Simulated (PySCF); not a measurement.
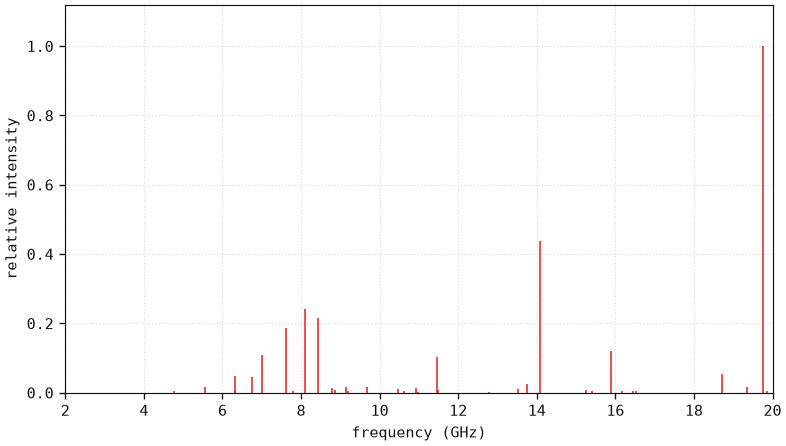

Simulated rotational absorption lines between 2 and 20 GHz at 1.5 K: rigid rotor with the equilibrium constants and dipole of one optimised conformer (PBE0-D3(BJ)/def2-SVP, PySCF), commonest isotopes; no centrifugal distortion, hyperfine structure, internal rotation or nuclear-spin weights; lines within 1 MHz of each other are summed.

Question: Which molecule gives this spectrum?
A. TcO₃F, SMILES [O]=[Tc](=[O])(=[O])[F], singlet
B. C₆H₆ (1,3-hexadiyne), SMILES C#CC#CCC
C. C₄H₃ClO (2-chlorofuran), SMILES Clc1ccco1
D. C₂H₇GeN, SMILES C=[CH][GeH2][NH2], singlet

Answer: Option D. Rotational constants A, B, C = 11.26, 2.829, 2.484 GHz, |μa|, |μb|, |μc| = 0.09, 0.24, 0.97 D.

Caveats: coarse grid, loose stop and no frequency check, small forces are noise and the end may be a saddle.
